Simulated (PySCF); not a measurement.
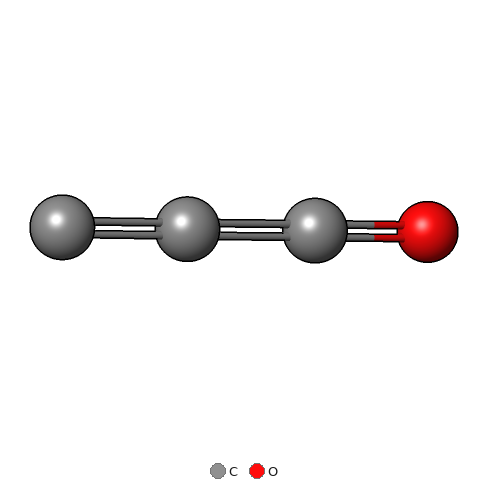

Ball-and-stick drawing of a structure. Double and triple bonds are drawn as two and three sticks.

The geometry was computed by an optimisation with PBE0-D3(BJ)/def2-SVP. No frequency run is at hand to confirm it as a minimum.

**Count the atoms of each element.**

C3O, 4 atoms: 3 carbon and 1 oxygen.

**What is its SMILES?**

[C]=C=C=O

**How many sets of symmetry-equivalent atoms are there?**

4: 1 C, 1 C, 1 C, 1 O.

More results for the same structure follow; atom numbers are the same in all pictures, views and colours differ.

Geometry

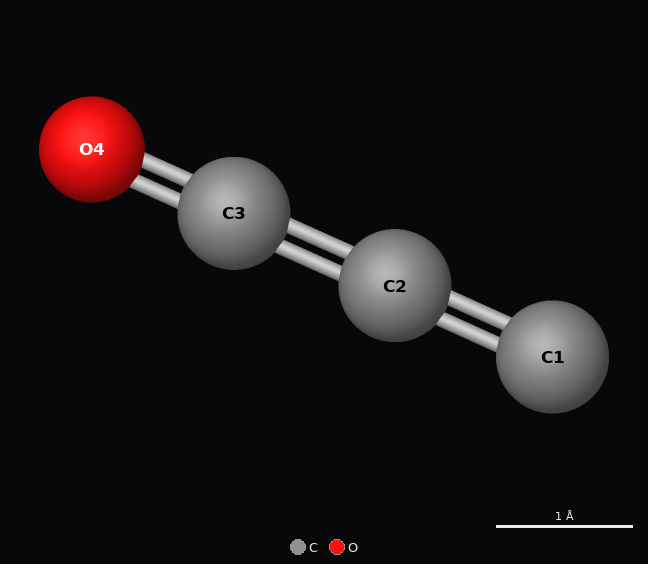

Numbered structure. No frequency run is at hand to confirm it as a minimum.

Which atoms are bonded, and how long are the bonds?

```json
{"bond": "C1–C2", "length (Å)": "1.277", "order": "double"}
{"bond": "C2–C3", "length (Å)": "1.303", "order": "double"}
{"bond": "C3–O4", "length (Å)": "1.149", "order": "double"}
```

NMR shielding

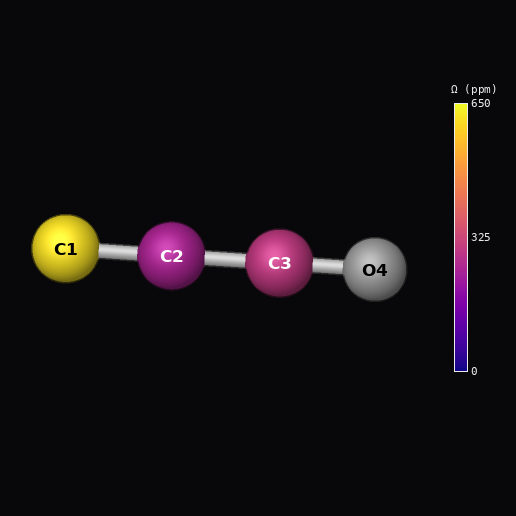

The C atoms are coloured by the span of their shielding tensor. No frequency run is at hand to confirm it as a minimum. Level of theory: GIAO KT3/pcSseg-2 NMR shielding, non-relativistic, gas phase (PySCF 2.14.0). Principal shieldings σ11 ≤ σ22 ≤ σ33, span Ω = σ33 − σ11, skew κ = 3(σiso − σ22)/Ω.

**Which C atom has the most anisotropic shielding?**

C1, with a span of 614 ppm.

Give the shielding tensors of the C atoms.

```json
{"atom": "C1", "σ11": "−341.2", "σ22": "−341.2", "σ33": "272.8", "σiso": "−136.5", "Ω": "614.0", "κ": "1.00"}
{"atom": "C2", "σ11": "39.3", "σ22": "39.3", "σ33": "288.4", "σiso": "122.3", "Ω": "249.1", "κ": "1.00"}
{"atom": "C3", "σ11": "−12.2", "σ22": "−12.2", "σ33": "285.8", "σiso": "87.1", "Ω": "297.9", "κ": "1.00"}
```

Shieldings and span in ppm.

Levels of theory compared

No frequency run is at hand to confirm it as a minimum. Program: PySCF 2.14.0.

Tabulate HOMO energy (eV), HOMO–LUMO gap (eV) at these levels: B3LYP/pcJ-1; KT3/pcSseg-2; PBE0/pcSseg-1; PBE0/pcSseg-1 in acetonitrile (IEF-PCM); PBE0/pcSseg-1 in water (IEF-PCM); ωB97X-D/def2-SVPD; ωB97X-D/def2-SVPD in acetonitrile (IEF-PCM).

```tsv
level	HOMO energy (eV)	HOMO–LUMO gap (eV)
B3LYP/pcJ-1	−8.67	5.43
KT3/pcSseg-2	−7.61	3.70
PBE0/pcSseg-1	−8.95	5.92
PBE0/pcSseg-1 in acetonitrile (IEF-PCM)	−9.09	6.19
PBE0/pcSseg-1 in water (IEF-PCM)	−9.09	6.19
ωB97X-D/def2-SVPD	−10.96	9.61
ωB97X-D/def2-SVPD in acetonitrile (IEF-PCM)	−11.11	9.89
```

Polarisability

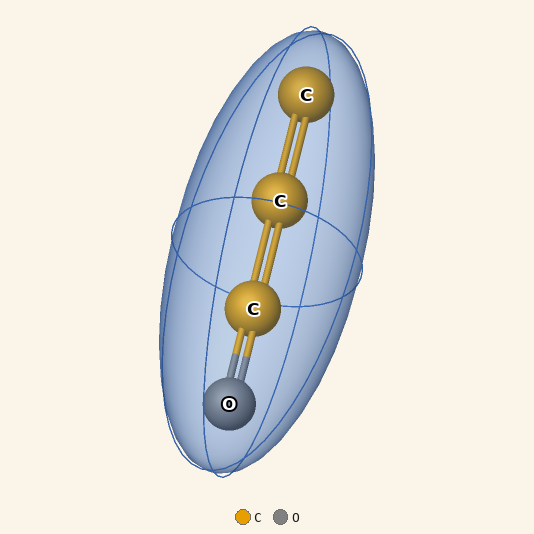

The ellipsoid shows the static dipole polarisability: its half-axes are proportional to the principal values. No frequency run is at hand to confirm it as a minimum. Level of theory: ωB97X-D/def2-SVPD (PySCF 2.14.0).

**Give the principal values, the mean and the anisotropy.**

Principal values 24.7, 24.7, 66.9 bohr³; mean 38.8 bohr³ (5.75 Å³); anisotropy 42.2 bohr³, so the longest axis is 2.71 times the shortest.
